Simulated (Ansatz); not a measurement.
C₃H₉AlO (SMILES CC[CH2][AlH][OH])

Input file:

```
crystal:
  periodic: [false, false, false]
  atoms:
    - {symbol: C, position_ang: [-1.545903, -0.221375, -1.620923]}
    - {symbol: C, position_ang: [-0.908817, 0.030279, -0.261693]}
    - {symbol: C, position_ang: [-1.634493, -0.664730, 0.891854]}
    - {symbol: Al, position_ang: [-0.905753, -0.414427, 2.685363]}
    - {symbol: O, position_ang: [0.493763, 0.553779, 2.840885]}
    - {symbol: H, position_ang: [-2.589342, 0.133516, -1.642569]}
    - {symbol: H, position_ang: [-1.001689, 0.291314, -2.429924]}
    - {symbol: H, position_ang: [-1.562557, -1.297629, -1.858817]}
    - {symbol: H, position_ang: [-0.866307, 1.116893, -0.073047]}
    - {symbol: H, position_ang: [0.145870, -0.293903, -0.286199]}
    - {symbol: H, position_ang: [-2.696939, -0.350181, 0.919603]}
    - {symbol: H, position_ang: [-1.687971, -1.756270, 0.706665]}
    - {symbol: H, position_ang: [-1.542067, -1.060860, 3.995147]}
    - {symbol: H, position_ang: [0.943185, 0.749855, 3.664313]}
basis:
  gaussian:
    orbitals: def2-SVPD
output:
  forces: true
  orbitals: {seedname: orbitals}
hamiltonian:
  xc: {name: PBE0}
```

Run with:

```sh
ansatz run input.yaml --threads 2 --pin off --max-ram 4350MiB --events-out events.jsonl --progress --plain --runs-dir runs
```

Geometry: PBE0-D3(BJ)/def2-SVP.

The calculation used isolated molecule in a Gaussian basis; Kohn-Sham density functional theory, functional PBE0 (Ansatz 0.2.0).

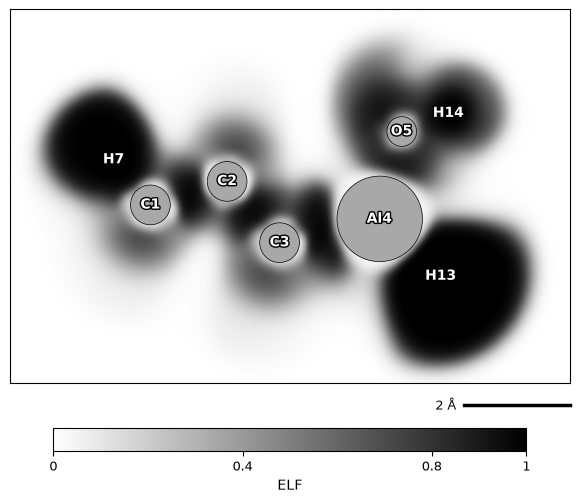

Figure 1. ELF on the plane of atoms Al4, O5 and H14. Grey discs cover the atomic cores.

> What does the map show?

Atoms in the plane: C, Al, O and H.
C–C (1.52 Å): the ELF peaks at about 0.95 between the atoms (localised, covalent bonding).
Al–O (1.71 Å): the ELF peaks at about 0.90 in the valence shell of O, 0.6 Å from its nucleus, and is about 0.35 at the midpoint.
C–Al (1.95 Å): the ELF peaks at about 0.95 between the atoms; a polar covalent bond.
O–H (0.96 Å): the ELF climbs to about 1 towards the hydrogen, as it does in any bond to H: a covalent bond by its length.
C–H (1.10 Å): the ELF climbs to about 1 towards the hydrogen (a covalent bond by its length).
The ELF also peaks beside O5, away from the bonds: lone-pair regions.

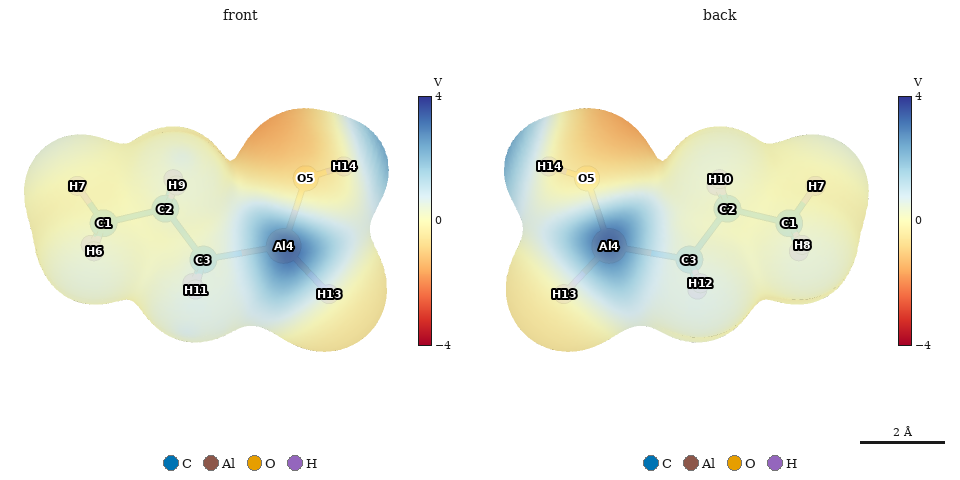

Figure 2. The molecular electrostatic potential painted on the density surface at 0.002 e/bohr³, seen from the front and from behind; red is negative and blue positive.

> Describe the electrostatic potential map.

The most negative region (about −1.6 V) lies over O5, the most positive (about +3.1 V) over Al4. O5 is the likeliest acceptor of a hydrogen bond.

> How polar is the molecule by this calculation?

Its dipole moment is 0.58 D.

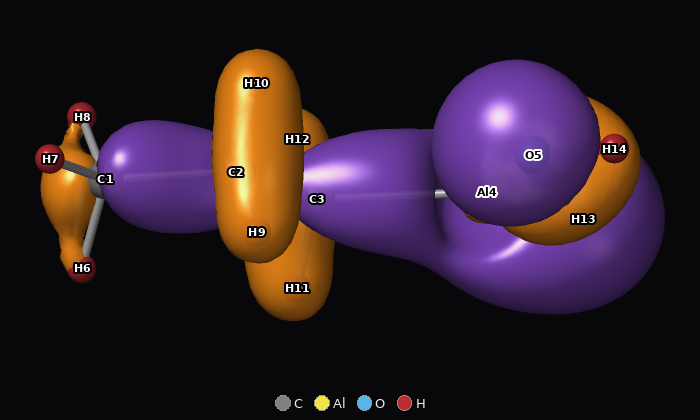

Figure 3. The HOMO−1 at ±0.1 Å⁻³ᐟ² (orange and purple are the two phases), seen from one side.

> Describe this orbital and give its energy.

Its weight (Hirshfeld) is mainly on O5 (about 40 %), Al4 (about 20 %), H13 (about 15 %) and C3 (about 5 %). Its energy is −8.91 eV.
